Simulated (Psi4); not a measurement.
**GeTe (SMILES [Ge][Te]) at revPBE/def2-TZVP (core potential)**

Aim: the vertical ionisation energy of GeTe at revPBE/def2-TZVP (core potential), from 2 runs. 

The calculation is run with Psi4 1.11.

2 further runs of the same task are left out: 2 that didn't finish.

**1. The structure to begin with**

GeTe: 2 atoms, total charge 0, spin state singlet. SMILES: `[Ge][Te]`. Geometry: the measured bond length.

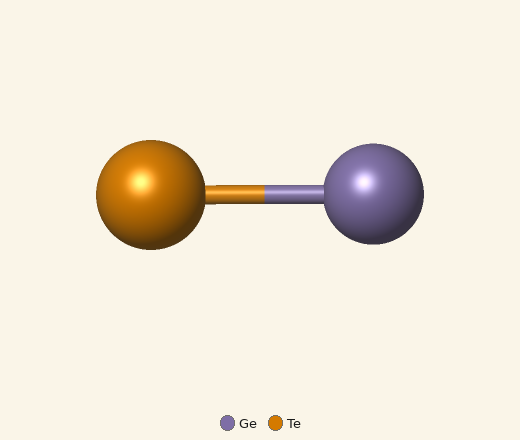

Viewed from a chosen angle; germanium purple, tellurium orange.

**2. Energy and forces at revPBE/def2-TZVP (core potential)**

gete.py reads:

```python
import psi4

psi4.set_memory(1600000000)
psi4.set_num_threads(1)
psi4.set_output_file('output.dat', False)

molecule = psi4.geometry("""
0 1
Ge
Te 1 2.340165
units angstrom
symmetry c1
no_reorient
no_com
""")

options = {'basis': 'def2-TZVP', 'puream': True, 'e_convergence': 1e-09, 'd_convergence': 1e-08, 'scf_type': 'pk', 'dft_radial_points': 99, 'dft_spherical_points': 590}
psi4.set_options(options)

energy_value, wavefunction = psi4.gradient('revpbe', molecule=molecule, return_wfn=True)
psi4.oeprop(wavefunction, 'MULLIKEN_CHARGES', 'WIBERG_LOWDIN_INDICES', 'DIPOLE', title='REVPBE')
print('gradient / Eh bohr^-1')
print(energy_value.np.round(6))
print(f'energy = {wavefunction.energy():.10f} Eh')
```

Run with:

```bash
$ python gete.py
```

output.dat:

```text
[...]
    !!!  WARNING: ECP capability is in beta. Please check occupations closely.  !!!
[...]
  Running in c1 symmetry.
[...]
  Nuclear repulsion =  173.666428561473225
[...]
  Multiplicity = 1
[...]
  Nalpha       = 28
  Nbeta        = 28
[...]
    Number of basis functions: 98
[...]
   @RKS iter   1: -2343.09930674410089   -3.05100e+00   3.17268e-02 DIIS/ADIIS
[...]
   @RKS iter  14: -2344.95383697318130    1.36424e-12   7.17798e-09 DIIS
[...]
    Orbital Energies [Eh]
    ---------------------
    Doubly Occupied:
       1A   -397.109535     2A    -49.192549     3A    -43.798534
       4A    -43.798534     5A    -43.795939     6A     -6.034269
       7A     -5.994443     8A     -4.209674     9A     -4.209674
      10A     -4.206189    11A     -4.206189    12A     -4.205401
      13A     -4.202326    14A     -1.488148    15A     -1.486809
      16A     -1.486809    17A     -1.486496    18A     -1.486496
      19A     -1.113062    20A     -1.113062    21A     -1.107873
      22A     -1.107873    23A     -1.107644    24A     -0.574004
      25A     -0.407989    26A     -0.229370    27A     -0.224711
      28A     -0.224711
[...]
  @RKS Final Energy: -2344.95383697318130
   => Energetics <=
    Nuclear Repulsion Energy =            173.6664285614732250
    One-Electron Energy =               -3708.1808857300147793
    Two-Electron Energy =                1289.2165473576230852
    DFT Exchange-Correlation Energy =     -99.6559271622633531
    Empirical Dispersion Energy =           0.0000000000000000
    VV10 Nonlocal Energy =                  0.0000000000000000
    Total Energy =                      -2344.9538369731812963
[...]
  -Total Gradient:
     Atom            X                  Y                   Z
    ------   -----------------  -----------------  -----------------
       1       -0.000000000275     0.000000000433     0.012517454890
       2        0.000000000276    -0.000000000431    -0.012485670448
[...]
 Multipole Moments:
 ------------------------------------------------------------------------------------
     Multipole            Electronic (a.u.)      Nuclear  (a.u.)        Total (a.u.)
 ------------------------------------------------------------------------------------
 L = 1.  Multiply by 2.5417464519 to convert [e a0] to [Debye]
 Dipole X            :         -0.0000004            0.0000000           -0.0000004
 Dipole Y            :          0.0000006            0.0000000            0.0000006
 Dipole Z            :         51.3005676          -51.6995702           -0.3990027
 Magnitude           :                                                    0.3990027
[...]
  Mulliken Charges: (a.u.)
   Center  Symbol    Alpha    Beta     Spin     Total
       1    GE    15.92365 15.92365  0.00000  0.15271
       2    TE    12.07635 12.07635  0.00000 -0.15271
   Total alpha = 28.00000, Total beta = 28.00000, Total charge =  0.00000
  Wiberg Bond Indices using Orthogonal Lowdin Orbitals:
[...]
```

The script printed:

```text
gradient / Eh bohr^-1
[[-0.        0.        0.012517]
 [ 0.       -0.       -0.012486]]
energy = -2344.9538369732 Eh
```

It took 17 s on 1 thread of Intel Xeon Platinum 8488C (Sapphire Rapids), shared host; peak memory 0.66 GiB.

**3. The doublet cation: a single-point energy at U-revPBE/def2-TZVP (core potential)**

gete.xyz reads:

```xyz
2
GeTe
Ge     0.000000     0.000000     0.000000
Te     0.000000     0.000000     2.340165
```

run_ase.py reads:

```python
import numpy as np
from ase.calculators.psi4 import Psi4
from ase.io import read

mol = read('gete.xyz')
calc = Psi4(atoms=mol, method='revpbe', basis='def2-TZVP', memory='1600MB', num_threads=1, charge=1, multiplicity=2, label='psi4-calc', reference='uks')
calc.psi4.set_options({'puream': True, 'e_convergence': 1e-09, 'd_convergence': 1e-08, 'scf_type': 'pk', 'dft_radial_points': 99, 'dft_spherical_points': 590, 'maxiter': 100})
mol.calc = calc

print(f'energy: {mol.get_potential_energy():.6f} eV')
```

Run with:

```bash
$ python run_ase.py
```

psi4-calc.dat:

```text
[...]
    !!!  WARNING: ECP capability is in beta. Please check occupations closely.  !!!
[...]
  Running in c1 symmetry.
[...]
  Nuclear repulsion =  173.666428561473225
[...]
  Multiplicity = 2
[...]
  Nalpha       = 28
  Nbeta        = 27
[...]
    Number of basis functions: 98
[...]
   @UKS iter   1: -2343.06741915226257   -3.04998e+00   3.10389e-02 DIIS/ADIIS
[...]
   @UKS iter  17: -2344.62110379140086   -1.81899e-12   5.29501e-09 DIIS
[...]
   @S^2 Observed:                7.542205269E-01
[...]
    Orbital Energies [Eh]
    ---------------------
    Alpha Occupied:
       1A   -397.356922     2A    -49.438873     3A    -44.045992
       4A    -44.044474     5A    -44.042039     6A     -6.295118
       7A     -6.240442     8A     -4.475430     9A     -4.462920
      10A     -4.462068    11A     -4.458483    12A     -4.453889
      13A     -4.447341    14A     -1.755886    15A     -1.752768
      16A     -1.751206    17A     -1.742093    18A     -1.740828
      19A     -1.360382    20A     -1.359814    21A     -1.355632
      22A     -1.352253    23A     -1.351570    24A     -0.835231
      25A     -0.646875    26A     -0.486765    27A     -0.458950
      28A     -0.458226
    Alpha Virtual:
[...]
  @UKS Final Energy: -2344.62110379140086
   => Energetics <=
    Nuclear Repulsion Energy =            173.6664285614732250
    One-Electron Energy =               -3694.1787270125596478
    Two-Electron Energy =                1275.3256539380699905
    DFT Exchange-Correlation Energy =     -99.4344592783847361
    Empirical Dispersion Energy =           0.0000000000000000
    VV10 Nonlocal Energy =                  0.0000000000000000
    Total Energy =                      -2344.6211037914008557
[...]
 Multipole Moments:
 ------------------------------------------------------------------------------------
     Multipole            Electronic (a.u.)      Nuclear  (a.u.)        Total (a.u.)
 ------------------------------------------------------------------------------------
 L = 1.  Multiply by 2.5417464519 to convert [e a0] to [Debye]
 Dipole X            :          0.0000001            0.0000000            0.0000001
 Dipole Y            :         -0.0000015            0.0000000           -0.0000015
 Dipole Z            :         51.0364321          -51.6995702           -0.6631382
 Magnitude           :                                                    0.6631382
[...]
```

Standard output:

```text
energy: -63800.389936 eV
```

Run time: 11 s. Hardware: 1 thread of Intel Xeon Platinum 8488C (Sapphire Rapids), shared host; peak memory 0.69 GiB.

**4. What came out**

Level: revPBE/def2-TZVP (core potential).

| quantity | value |
| --- | --- |
| singlet GeTe: total energy | -2344.95384 Eh |
| singlet GeTe: dipole moment | 1.01 D |
| singlet GeTe: HOMO energy | -6.11 eV |
| singlet GeTe: LUMO energy | -3.17 eV |
| singlet GeTe: HOMO–LUMO gap | 2.95 eV |
| singlet GeTe: largest force on an atom | 0.644 eV/Å |
| doublet cation: total energy | -2344.62110 Eh |
| doublet cation: HOMO energy (highest over α and β) | -12.22 eV |
| doublet cation: LUMO energy (lowest over α and β) | -12.00 eV |
| doublet cation: ⟨S²⟩ | 0.754 |
| vertical ionisation energy (to the doublet cation) | 9.054 eV |

In words: The vertical ionisation energy comes to 9.05 eV (209 kcal/mol). The largest force (singlet GeTe) is 0.64 eV/Å: the shape isn't a stationary point for this species at this level. The negative HOMO energy of the first species, 6.11 eV, lies 2.94 eV below that difference.
